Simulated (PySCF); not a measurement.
# CH3B2Br (SMILES BrC1BB1) at TPSSh/x2c-SVPall (sfX2C)

Aim: the vertical singlet–triplet gap of CH3B2Br at TPSSh/x2c-SVPall (sfX2C), from 2 runs. Input form: a Python script.

The calculation is run with PySCF 2.14.0.

## Step 1: The structure to begin with

The species is CH3B2Br (7 atoms), meant as a singlet with charge 0. As SMILES, `BrC1BB1`. Geometry: relaxed at PBE0-D4/def2-TZVP.

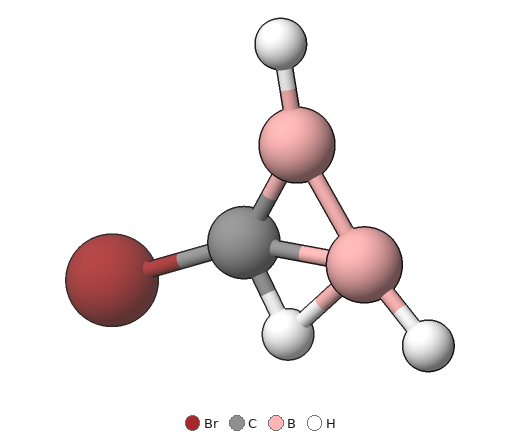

The structure, seen from a chosen angle (bromine red, carbon grey, boron pink, hydrogen white).

## Step 2: The energy at TPSSh/x2c-SVPall (sfX2C)

File input.py:

```python
from pyscf import gto, dft

system = gto.Mole()
system.atom = '''
Br  -2.218900  -1.008100  -0.537700
C   -0.548400  -0.233600  -0.085800
B    0.110800   0.489700   0.976800
B    0.987200   0.189600  -0.278500
H    0.027700  -0.495600  -1.050400
H   -0.112900   0.921700   2.050200
H    1.815700   0.068500  -1.120300
'''
system.basis = 'x2c-svpall'
system.spin = 0
system.max_memory = 1860
system.verbose = 4
system.charge = 0
system.build()

mf = dft.RKS(system)
mf.xc = 'tpssh'
mf = mf.x2c()
mf.conv_tol = 1e-10
mf.grids.level = 4
mf.kernel()
if not mf.converged:
    mf = mf.newton().run(mf.mo_coeff, mf.mo_occ)

etot = mf.e_tot
print(f'total energy: {etot:.8f} hartree')
```

On the command line:

```
$ OMP_NUM_THREADS=1 python input.py
```

What it wrote:

```text
PySCF version 2.14.0

[... 80 lines left out ...]
converged SCF energy = -2695.23119059465
total energy: -2695.23119059 hartree
```

Wall time 28 s (1 thread of Arm Neoverse V1, shared host); peak memory 0.47 GiB.

## Step 3: The triplet

File mol.xyz:

```xyz
7

Br    -2.218900    -1.008100    -0.537700
C     -0.548400    -0.233600    -0.085800
B      0.110800     0.489700     0.976800
B      0.987200     0.189600    -0.278500
H      0.027700    -0.495600    -1.050400
H     -0.112900     0.921700     2.050200
H      1.815700     0.068500    -1.120300
```

File calc.py:

```python
from pyscf import gto, dft

mol = gto.Mole()
mol.atom = 'mol.xyz'
mol.spin = 2
mol.verbose = 3
mol.basis = 'x2c-svpall'
mol.max_memory = 1860
mol.build()

ks = dft.UKS(mol)
ks.xc = 'tpssh'
ks = ks.sfx2c1e()
ks.grids.level = 4
ks.conv_tol = 1e-10
ks.kernel()
if not ks.converged:
    ks = ks.newton().run(ks.mo_coeff, ks.mo_occ)

etot = ks.e_tot
print(f'total energy: {etot:.8f} hartree')
```

On the command line:

```
$ OMP_NUM_THREADS=1 python calc.py
```

What it wrote:

```text
WARN: HOMO -0.095458590618267 >= LUMO -0.300973056619851

WARN: HOMO -0.0537232530626333 >= LUMO -0.151006481939357

WARN: HOMO -0.0737126160202766 >= LUMO -0.219764638885992

WARN: HOMO -0.100998401934272 >= LUMO -0.235412133599777

WARN: HOMO -0.106158051299281 >= LUMO -0.217381463470423

WARN: HOMO -0.111275265165283 >= LUMO -0.215857054739082

WARN: HOMO -0.112662536933565 >= LUMO -0.214849789086759

WARN: HOMO -0.113946896012277 >= LUMO -0.214611115630103

WARN: HOMO -0.113924350542297 >= LUMO -0.21454224825083

WARN: HOMO -0.114091997149365 >= LUMO -0.214613439016139

WARN: HOMO -0.114065715116284 >= LUMO -0.214588358273029

WARN: HOMO -0.114073596833784 >= LUMO -0.214591024090265

WARN: HOMO -0.114071676163826 >= LUMO -0.214589897273916

WARN: HOMO -0.114079495334634 >= LUMO -0.214593305202257

WARN: HOMO -0.114107002899699 >= LUMO -0.214564472473059

WARN: HOMO -0.114110969341971 >= LUMO -0.214561774425583

WARN: HOMO -0.114097560031855 >= LUMO -0.214597570038292

WARN: HOMO -0.114088896546227 >= LUMO -0.214582395662155

WARN: HOMO -0.114085477916451 >= LUMO -0.214601898953762

WARN: HOMO -0.114087321963661 >= LUMO -0.214598111106205

WARN: HOMO -0.114086363592547 >= LUMO -0.214596198249017

WARN: HOMO -0.114086745914356 >= LUMO -0.214595644205064

WARN: HOMO -0.114086917597105 >= LUMO -0.214595716331325

converged SCF energy = -2695.06906800817  <S^2> = 2.009867  2S+1 = 3.0065708
total energy: -2695.06906801 hartree
```

It took 94 s on 1 thread of Arm Neoverse V1, shared host; peak memory 0.5 GiB.

## Step 4: Outcome

Level: TPSSh/x2c-SVPall (sfX2C).

| quantity | value |
| --- | --- |
| singlet: total energy | -2695.23119 Eh |
| singlet: dipole moment | 1.43 D |
| singlet: HOMO energy | -7.07 eV |
| singlet: LUMO energy | -1.33 eV |
| singlet: HOMO–LUMO gap | 5.74 eV |
| triplet: total energy | -2695.06907 Eh |
| triplet: dipole moment | 2.12 D |
| triplet: HOMO energy (highest over α and β) | -3.10 eV |
| triplet: ⟨S²⟩ | 2.010 |
| vertical energy of the triplet above the singlet | 4.412 eV |

In words: At this shape the triplet lies 4.41 eV (102 kcal/mol) above the singlet. Mulliken charges (singlet) run from -0.08 on B3 to +0.17 on H5; they depend strongly on the basis.
